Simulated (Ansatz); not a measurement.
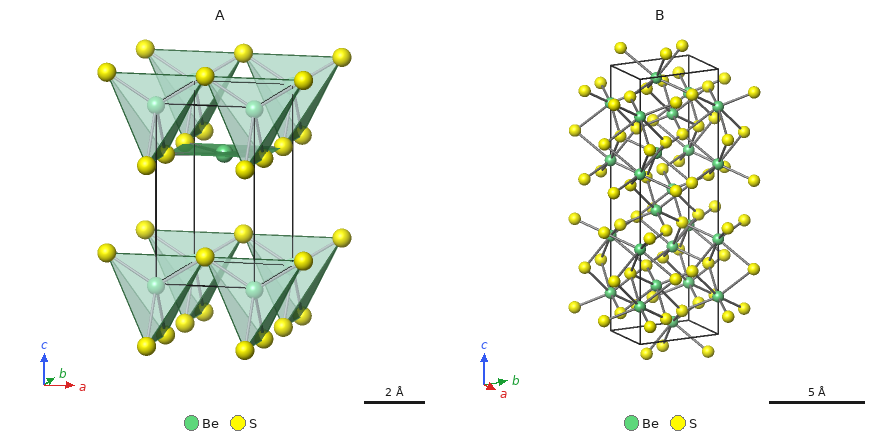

Two structures of Be2S3, each relaxed to rest (conventional cells in solid outline, small ones repeated, not to one scale). Method: Ansatz 0.2.0, DFT PBE, scalar-relativistic, plane waves, PAW, without spin polarisation.

What are A and B?

Answer. A: 5 atoms a cell on a primitive orthorhombic lattice, Pmm2. B: corundum, R-3c.

Which form lies lower?

Answer. A is lower, by 68 meV/atom at this level of theory (energies at zero smearing). Volumes: A 20.8, B 14.1 Å³/atom.

One or both may be structure types tried for this composition rather than known phases.
